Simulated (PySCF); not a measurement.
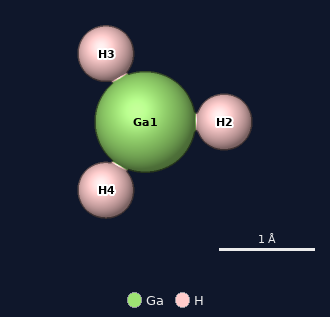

Fig. 1: The input geometry (ball-and-stick view, seen on its broad side; atoms are numbered from 1 in the order of the input). Sticks mark near contacts. Bond lengths as drawn: Ga–H 0.83 Å.

**Single-point calculation of GaH$_{3}$**

The run: single-point calculation of GaH$_{3}$. Method and program: RHF/cc-pvdz-dk, eomip (PySCF 2.14.0).

Some settings of this run were made unusual or wrong on purpose.

Input file:
```python
from pyscf import gto, scf, cc

mol = gto.M(
    atom='Ga 0 0 0; H 1.5685 0 0; H -0.7842 1.3583 0; H -0.7842 -1.3583 0',
    basis='cc-pvdz-dk',
    charge=0,
    spin=0,
    unit='bohr',
    symmetry=True,
    verbose=4,
)
mf = scf.RHF(mol)
mf = mf.sfx2c1e()
mf.kernel()
mycc = cc.CCSD(mf, frozen=9)
mycc.kernel()
e = mycc.ipccsd(nroots=3)[0]
print('roots (eV) =', (e*27.211386).round(3))
mf.dip_moment()
print('orbital energies (hartree):', mf.mo_energy[..., max(0, mol.nelec[1]-3):mol.nelec[0]+3].round(4))
```

Run on 1 CPU thread, shared host.

Launched with:
```bash
OMP_NUM_THREADS=1 python input.py
```

Log:
```
PySCF version 2.14.0

[INPUT] verbose = 4
[INPUT] num. atoms = 4
[INPUT] num. electrons = 34
[INPUT] charge = 0
[INPUT] spin (= nelec alpha-beta = 2S) = 0
[INPUT] symmetry True subgroup None
[INPUT] Mole.unit = bohr
[INPUT] Symbol           X                Y                Z      unit          X                Y                Z       unit  Magmom
[INPUT]  1 Ga     0.000000000000   0.000000000000   0.000000000000 AA    0.000000000000   0.000000000000   0.000000000000 Bohr   0.0
[INPUT]  2 H      0.830014455328   0.000000000000   0.000000000000 AA    1.568500000000   0.000000000000   0.000000000000 Bohr   0.0
[INPUT]  3 H     -0.414980768803   0.718781405593   0.000000000000 AA   -0.784200000000   1.358300000000   0.000000000000 Bohr   0.0
[INPUT]  4 H     -0.414980768803  -0.718781405593   0.000000000000 AA   -0.784200000000  -1.358300000000   0.000000000000 Bohr   0.0

nuclear repulsion = 60.398584165068
point group symmetry = C2v
symmetry origin: [2.94117647e-06 0.00000000e+00 0.00000000e+00]
symmetry axis x: [0. 0. 1.]
symmetry axis y: [0. 1. 0.]
symmetry axis z: [1. 0. 0.]
num. orbitals of irrep A1 = 20
num. orbitals of irrep A2 = 3
num. orbitals of irrep B1 = 8
num. orbitals of irrep B2 = 11
number of shells = 15
number of NR pGTOs = 98
number of NR cGTOs = 42
basis = cc-pvdz-dk
ecp = {}

******** <class 'pyscf.x2c.sfx2c1e.sfX2C1eSymAdaptedRHF'> ********
method = sfX2C1eSymAdaptedRHF
initial guess = minao
damping factor = 0
level_shift factor = 0
DIIS = <class 'pyscf.scf.diis.CDIIS'>
diis_start_cycle = 1
diis_space = 8
diis_damp = 0
SCF conv_tol = 1e-09
SCF conv_tol_grad = None
SCF max_cycles = 50
direct_scf = True
direct_scf_tol = 1e-13

******** <class 'pyscf.x2c.sfx2c1e.SpinFreeX2CHelper'> ********
approx = 1e
xuncontract = 1
Freeze 0 electrons in irreps []
    34 free electrons in irreps A1 A2 B1 B2
Set gradient conv threshold to 3.16228e-05
Initial guess from minao.
init E= -1945.57056849724
HOMO (B2) = -0.308029065185489  LUMO (B1) = -0.0394362283125778  gap/eV = 7.30878
cycle= 1 E= -1942.15486374509  delta_E= 3.42  |g|= 0.405  |ddm|= 2.08
HOMO (B2) = -0.472346866768149  LUMO (B1) = 0.0130932416749476  gap/eV = 13.20950
cycle= 2 E= -1942.17760492124  delta_E= -0.0227  |g|= 0.189  |ddm|= 0.503
HOMO (B2) = -0.436231844808673  LUMO (B1) = 0.032922715053934  gap/eV = 12.76635
cycle= 3 E= -1942.18220010987  delta_E= -0.0046  |g|= 0.0198  |ddm|= 0.155
HOMO (B2) = -0.431021768146454  LUMO (B1) = 0.0372543190851156  gap/eV = 12.74244
cycle= 4 E= -1942.18229067368  delta_E= -9.06e-05  |g|= 0.00201  |ddm|= 0.0323
HOMO (B2) = -0.431425499349421  LUMO (B1) = 0.0371260059323226  gap/eV = 12.74994
cycle= 5 E= -1942.18229168403  delta_E= -1.01e-06  |g|= 0.000252  |ddm|= 0.00434
HOMO (B2) = -0.431374508445362  LUMO (B1) = 0.03716364183043  gap/eV = 12.74957
cycle= 6 E= -1942.18229171389  delta_E= -2.99e-08  |g|= 3.55e-05  |ddm|= 0.00107
HOMO (B2) = -0.431375754800889  LUMO (B1) = 0.0371631157208845  gap/eV = 12.74959
cycle= 7 E= -1942.18229171488  delta_E= -9.89e-10  |g|= 5.37e-06  |ddm|= 0.000139
HOMO (B2) = -0.431375923575953  LUMO (B1) = 0.0371630572355233  gap/eV = 12.74960
Extra cycle  E= -1942.1822917149  delta_E= -1.86e-11  |g|= 1.98e-06  |ddm|= 7.15e-06
converged SCF energy = -1942.1822917149

******** <class 'pyscf.cc.ccsd.CCSD'> ********
CC2 = 0
CCSD nocc = 8, nmo = 33
frozen orbitals 9
max_cycle = 50
direct = 0
conv_tol = 1e-07
conv_tol_normt = 1e-05
diis_space = 6
diis_start_cycle = 0
diis_start_energy_diff = 1e+09
Init t2, MP2 energy = -1942.35034073959  E_corr(MP2) -0.16804902469532
Init E_corr(CCSD) = -0.16804902469727
cycle = 1  E_corr(CCSD) = -0.174676825117519  dE = -0.00662780042  norm(t1,t2) = 0.044276
cycle = 2  E_corr(CCSD) = -0.182429653418788  dE = -0.0077528283  norm(t1,t2) = 0.0115844
cycle = 3  E_corr(CCSD) = -0.182205757660383  dE = 0.000223895758  norm(t1,t2) = 0.00483825
cycle = 4  E_corr(CCSD) = -0.182955816429057  dE = -0.000750058769  norm(t1,t2) = 0.00164222
cycle = 5  E_corr(CCSD) = -0.182914564289442  dE = 4.12521396e-05  norm(t1,t2) = 0.00025118
cycle = 6  E_corr(CCSD) = -0.182905427258497  dE = 9.13703094e-06  norm(t1,t2) = 5.07792e-05
cycle = 7  E_corr(CCSD) = -0.182906344789258  dE = -9.17530761e-07  norm(t1,t2) = 1.66707e-05
cycle = 8  E_corr(CCSD) = -0.182906648904415  dE = -3.04115157e-07  norm(t1,t2) = 3.70326e-06
cycle = 9  E_corr(CCSD) = -0.182906561152556  dE = 8.77518591e-08  norm(t1,t2) = 1.18125e-06
```

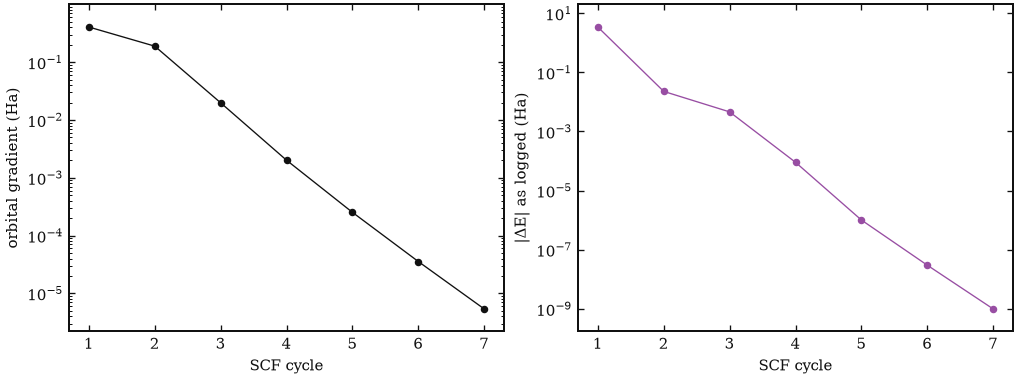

Fig. 2: Convergence of the self-consistent field: orbital gradient and size of the energy change against the SCF cycle. The residual falls at every step.

```
CCSD converged
E(CCSD) = -1942.365198276048  E_corr = -0.1829065611525557

******** <class 'pyscf.cc.eom_rccsd.EOMIP'> ********
max_space = 20
max_cycle = 50
conv_tol = 1e-07
partition = None
EOM-CCSD root 0 E = 0.4170303529062609  qpwt = 0.964497  conv = True
EOM-CCSD root 1 E = 0.4170359077036772  qpwt = 0.964497  conv = True
EOM-CCSD root 2 E = 0.7105068809348304  qpwt = 0.910743  conv = True
roots (eV) = [11.348 11.348 19.334]
Dipole moment(X, Y, Z, Debye):  0.00000,  0.00000, -0.00000
orbital energies (hartree): [-0.7597 -0.4314 -0.4314  0.0372  0.1429  0.1632]
```

Outcome:

```csv
quantity,value
outcome,converged
SCF energy,−1942.182292 hartree
dipole moment,0.00 D
wall time,2.4 s
```

What went wrong:

Some settings of this run were drawn to be unusual or wrong. It converged; results that depend on the unusual settings are not reference values.
